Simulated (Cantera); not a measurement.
Feed: 1 mol Si2Cl6, 2.8 mol NH3, 21 mol N2, equilibrated at 32.0 Pa.

Method: chemical equilibrium by Gibbs-energy minimisation in Cantera with the NASA 1993 tables (ideal gas, pure condensed phases). Candidate condensed phases: NH4Cl, Si, Si3N4; 28 gas species. The feed counts by its element totals alone. The tables' values for SiCl, SiCl3, SiN are old estimates; treat these amounts as uncertain. Equilibrium is a limit: real reactors are often held back by kinetics, nucleation or transport.

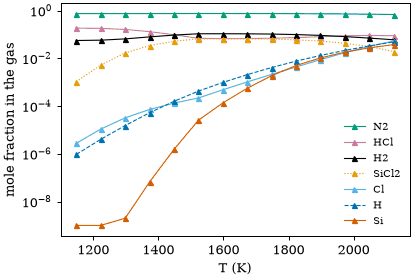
Fig. 1. Equilibrium gas composition (values under 1e-9 drawn at 1e-9)

Read off the mole fractions at 1148 K.

N2 about 0.75, HCl about 0.19, H2 about 0.056, SiCl2 about 0.0011, Cl about 2.8e-6, H about 9.5e-7.
